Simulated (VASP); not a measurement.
Band structure of Ta (relaxed from the fcc structure, space group Fm-3m). Calculation: PBEsol GGA, VASP's PBE PAW potentials (set 64) (plane waves; VASP).

Unless said otherwise, spin-orbit coupling is left out, though it shifts the bands of the heavy elements here.

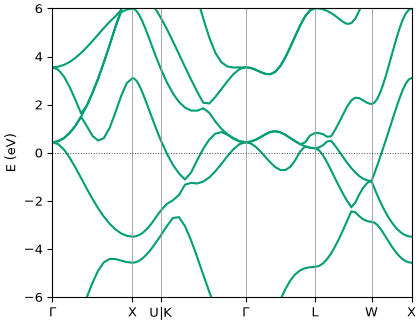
Fig. 1. Bands along high-symmetry lines, zero at the valence-band maximum or, without a gap, the Fermi level

Question: Read the plot: is there a gap, and where are the band edges?

Answer: It has no gap at this level: it comes out as a metal or semimetal. (Edges off the drawn lines would not show.)

The structure was generated: Ta was put into the fcc type (Fm-3m), which need not be its known phase. It was relaxed first.
